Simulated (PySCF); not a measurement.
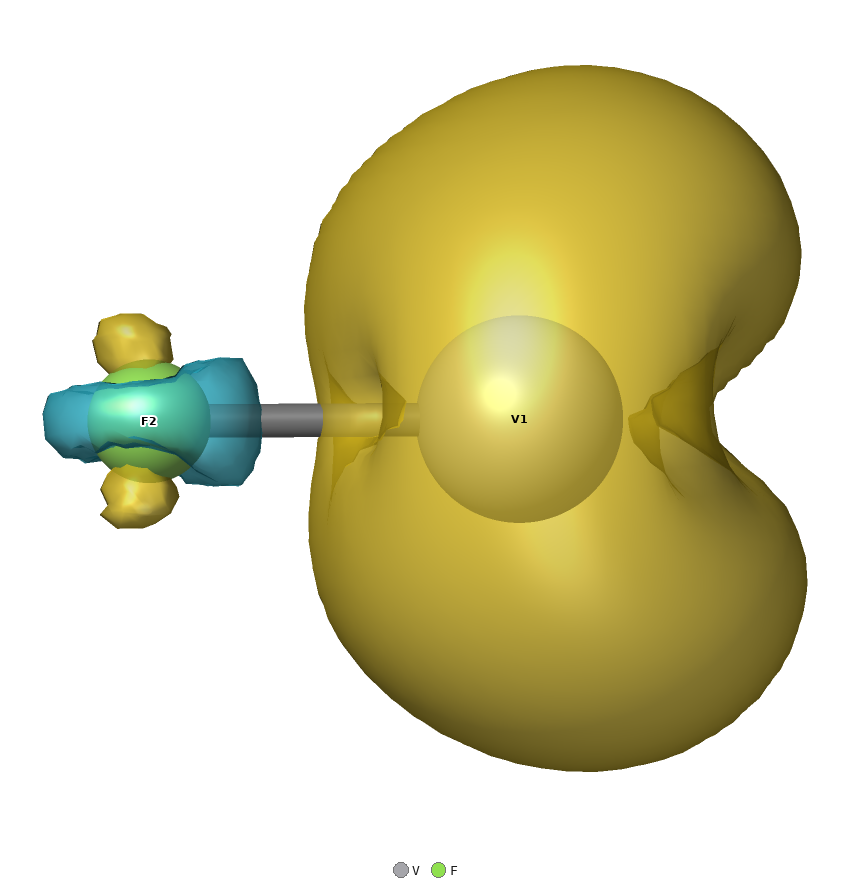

Figure 1: VF (quintet). Isosurfaces of the spin density (α minus β) at +0.04 (yellow) and −0.04 e/Å³ (cyan), seen from one side.

Computed with PBE0/def2-TZVPP, non-relativistic Hamiltonian with scalar-relativistic core potentials where named, at a bond length of 1.778 Å (PySCF).

```xyz
2

V     0.0000    0.0000   -0.4830
F     0.0000    0.0000    1.2950
```

> Which atoms carry the spin?

The unpaired spin (4 electrons) lies mostly on V1 (about 4.0), in electrons by Hirshfeld's partition.
